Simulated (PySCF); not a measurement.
SMILES O[SiH2][SiH2]C#C, singlet, GFN2-xTB optimised geometry. Atoms within 1.6 Å of the plane z = 1.2 Å (x, y, z in Å): C1 (2.10, 1.23, 0.00), C2 (0.90, 1.23, 0.00), Si3 (-0.96, 1.18, 0.00), Si4 (-1.71, -0.96, 0.48), H6 (3.15, 1.25, 0.00), H7 (-1.39, 2.17, 0.99), H9 (-3.15, -1.14, 0.34), H10 (-1.29, -1.41, 1.81).

Level of theory: CAM-B3LYP/def2-TZVP (PySCF).

Map of the Laplacian of the electron density (e/bohr⁵) on the plane z = 1.2 Å:

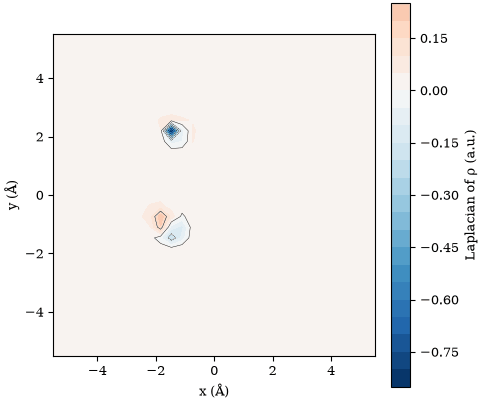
*Laplacian of the electron density (e/bohr⁵) on the plane z = 1.2 Å.*
